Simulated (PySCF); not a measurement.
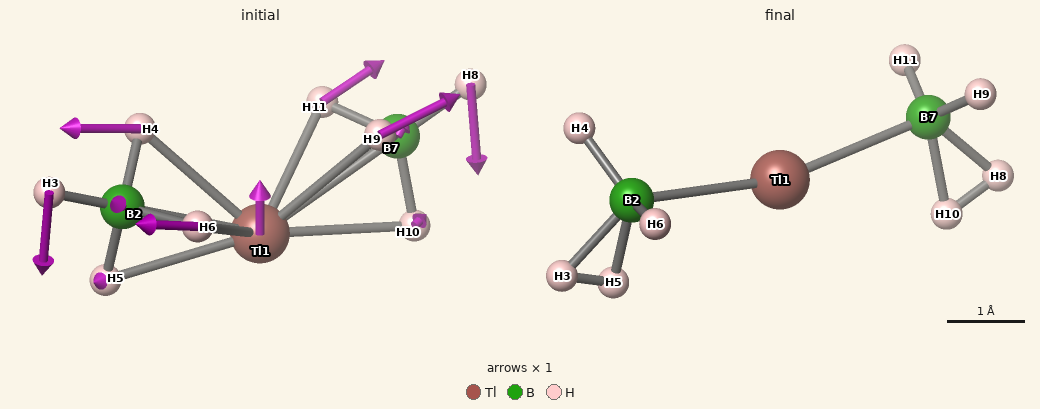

The structure of TlB₂H₈ (charge +1) before (left) and after (right) a relaxation, at one scale. The purple arrows give the displacements, at their true length.

A ball-and-stick model, seen at a tilt.

The calculation used RKS TPSS, Tl def2-SVP with ECP60, B def2-SVP, H def2-SVP; non-relativistic Hamiltonian with scalar-relativistic core potentials; density fitting (PySCF 2.14.0). 

Summarise the run.

Answer. The largest moves after the best rigid fit, 1.31 Å, are those of H3 and H8. By element the largest moves are H 1.31 Å, Tl 0.80 Å, B 0.29 Å. Near-neighbour distances that change, for instance: H3–H5 2.000 → 0.873 Å, Tl1–H11 2.189 → 2.879 Å, Tl1–H4 2.188 → 2.868 Å, Tl1–H10 2.189 → 2.601 Å. Among the angles between lasting bonds that change: H3–B2–H5 109.4° → 37.1°, Tl1–B2–H3 180.0° → 123.9°, Tl1–B2–H6 70.6° → 106.8°. After 27 geometry steps the energy has fallen by 43.8 kcal/mol. Largest force component: 2.3 eV/Å at the start, 0.015 eV/Å at the end. Cost: 3.9 min on 2 threads of Intel(R) Xeon(R) Platinum 8259CL CPU @ 2.50GHz (Skylake/Cascade Lake), on a shared host, peak memory 1.2 GiB.
